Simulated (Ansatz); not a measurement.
**A computed series for Cu2O: carrier doping**

Start from Cu₂O (space group Pn-3m, No. 224; a = 4.246 Å).

Carriers are added at fixed cell with a uniform background; the Fermi–Dirac width is that of 300 K.

Level of theory: r2SCAN (Ansatz, an electronic-structure program; PAW; 500 eV plane waves; scalar-relativistic without spin-orbit coupling).

Notes on the quantities. Fermi level from band edge: Fermi level relative to the doped band's edge (positive inside the band; to 0.05 eV).

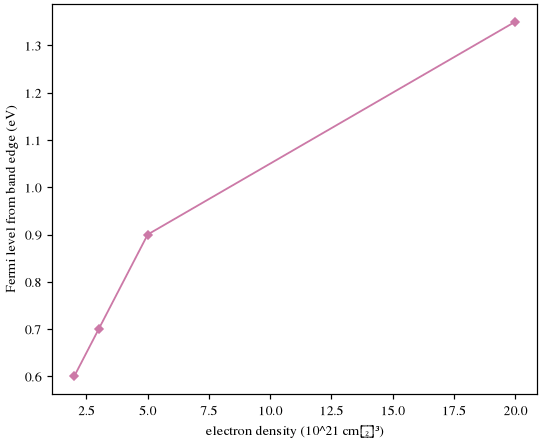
*Fermi level from band edge against electron density*

```json
[
 {"electron density (10^21 cm⁻³)": "2", "Fermi level from band edge": "+0.60 eV"},
 {"electron density (10^21 cm⁻³)": "3", "Fermi level from band edge": "+0.70 eV"},
 {"electron density (10^21 cm⁻³)": "5", "Fermi level from band edge": "+0.90 eV"},
 {"electron density (10^21 cm⁻³)": "20", "Fermi level from band edge": "+1.35 eV"}
]
```

Carriers are added with a uniform compensating background; total energy and stress of such cells depend on the potential's zero and are not compared; many-body gap narrowing is missing at this level. No phonon test of stability was made. No Hubbard U is applied. The final runs are not spin-polarised.
